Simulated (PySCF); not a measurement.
Run report: C$_{6}$H$_{8}$Al (charge −1), excited-state calculation

C$_{6}$H$_{8}$Al, charge −1, SMILES [AlH3-][c]1ccccc1, computed with TDDFT wB97X-D/def2-SVPD, vertical, IEF-PCM chloroform (non-equilibrium linear response), core orbitals frozen in the response (PySCF 2.14.0).

The geometry comes from this level: PBE0-D3(BJ)/def2-SVP. It belongs to a series of runs on one base structure; here: solvent chloroform.

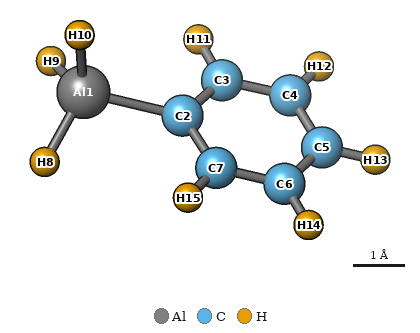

Figure 1. The structure (ball-and-stick view, seen at a tilt; atoms are numbered from 1 in the order of the input). Sticks mark near contacts.

Key numbers:

```json
{"quantity": "outcome", "value": "converged"}
{"quantity": "total energy", "value": "−475.655756 hartree"}
{"quantity": "HOMO", "value": "−7.69 eV"}
{"quantity": "LUMO", "value": "2.34 eV"}
{"quantity": "mean polarisability", "value": "146.34 a.u."}
{"quantity": "lowest excitation", "value": "5.36 eV"}
{"quantity": "hardware", "value": "1 CPU thread, shared host"}
{"quantity": "wall time", "value": "23 s"}
{"quantity": "peak memory", "value": "0.94 GiB"}
```

Input file:
```
{"job": {"kind": "uv", "xc": "wB97X-D", "basis": "def2-SVPD", "solvent": "chloroform", "nstates": 6, "ntriplets": 0}, "charge": -1, "multiplicity": 1}
Al     2.687266    -0.321101     0.107769
C      0.651781    -0.339563    -0.034542
C     -0.083678    -1.530769    -0.181878
C     -1.478799    -1.553966    -0.258232
C     -2.201533    -0.362176    -0.191186
C     -1.508714     0.841081    -0.049813
C     -0.113606     0.840940     0.024130
H      3.221050     1.104983    -0.513121
H      3.265436    -1.611400    -0.731823
H      3.118388    -0.440936     1.690743
H      0.458052    -2.482406    -0.244317
H     -2.007750    -2.506949    -0.372892
H     -3.294669    -0.370437    -0.251809
H     -2.062071     1.785627    -0.000323
H      0.404314     1.802215     0.126678
```

The first line tells a small driver script what to run in PySCF; the rest is the geometry in Å.

Run as:
```bash
OMP_NUM_THREADS=1 python <driver script> task.json out
```

What the program printed:
```
coarse grid: 13104 points
cycle   1  E = -475.5387276375  dE =  7.572e-01  |g| = 3.266e-01  |ddm| = 8.927e+00
cycle   2  E = -475.5677958779  dE = -2.907e-02  |g| = 2.188e-01  |ddm| = 2.060e+00
cycle   3  E = -475.5804931776  dE = -1.270e-02  |g| = 5.416e-02  |ddm| = 9.548e-01
cycle   4  E = -475.5813387543  dE = -8.456e-04  |g| = 2.110e-02  |ddm| = 3.793e-01
cycle   5  E = -475.5814635246  dE = -1.248e-04  |g| = 3.911e-03  |ddm| = 9.543e-02
cycle   6  E = -475.5814699936  dE = -6.469e-06  |g| = 9.155e-04  |ddm| = 2.753e-02
final grid: 122120 points
cycle   7  E = -475.6557537678  dE = -6.304e-05  |g| = 2.366e-03  |ddm| = 2.435e-01
cycle   8  E = -475.6557554563  dE = -1.689e-06  |g| = 1.708e-03  |ddm| = 3.493e-02
cycle   9  E = -475.6557562020  dE = -7.457e-07  |g| = 4.959e-04  |ddm| = 7.099e-03
cycle  10  E = -475.6557563051  dE = -1.031e-07  |g| = 1.345e-04  |ddm| = 4.432e-03
cycle  11  E = -475.6557563126  dE = -7.531e-09  |g| = 4.428e-05  |ddm| = 1.409e-03
cycle  12  E = -475.6557563139  dE = -1.205e-09  |g| = 1.251e-05  |ddm| = 7.012e-04
cycle  13  E = -475.6557563139  dE = -9.459e-11  |g| = 4.026e-06  |ddm| = 1.387e-04
```

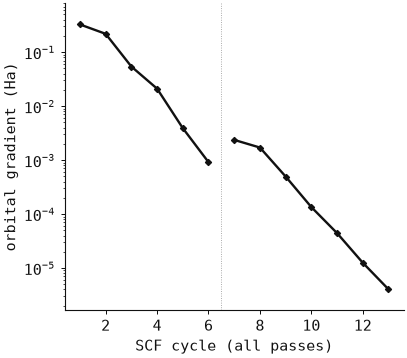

Figure 2. Convergence of the self-consistent field: orbital gradient against the SCF cycle. The dotted line marks the change from a coarse to the final integration grid. The first 6 cycles use a coarse grid, the final grid takes over at cycle 7, and the field converges after 13 cycles in all.

```
converged SCF energy = -475.6557563139

Static polarisability (au): isotropic 146.343, principal 106.321 155.034 177.673

Singlet excitations
state   eV       nm        f      main configurations
  1   5.3608    231.3   0.00137   H->L+1 0.48, H-2->L 0.40, H-4->L+1 0.09
  2   5.6782    218.4   0.01003   H-1->L 0.95
  3   5.6900    217.9   0.00051   H-1->L+1 0.96
  4   5.9349    208.9   0.14104   H->L 0.66, H-2->L+1 0.24
  5   6.5849    188.3   1.04115   H-2->L+1 0.66, H->L 0.26
  6   6.6001    187.9   0.27821   H-2->L 0.48, H->L+1 0.42
```

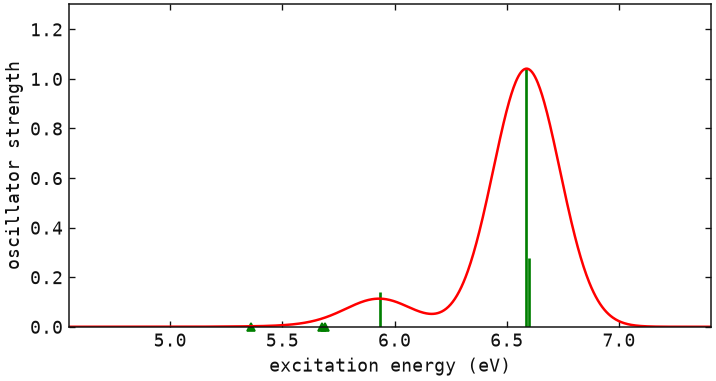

Figure 3. Computed excitations as sticks (degenerate states added up, dark ones marked on the axis), with a Gaussian envelope of 0.35 eV full width at half maximum, scaled to the tallest. Of the 6 states the lowest lies at 5.36 eV (f = 0.001); the strongest line is at 6.58 eV, or 188 nm (f = 1.041).

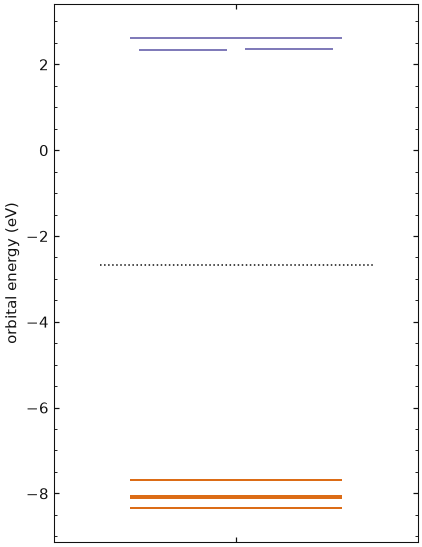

Figure 4. Orbital energies near the frontier; the dotted line parts filled from empty levels, and levels within 0.02 eV of each other stand side by side. Highest filled −7.69 eV, lowest empty 2.34 eV, 10.03 eV apart.
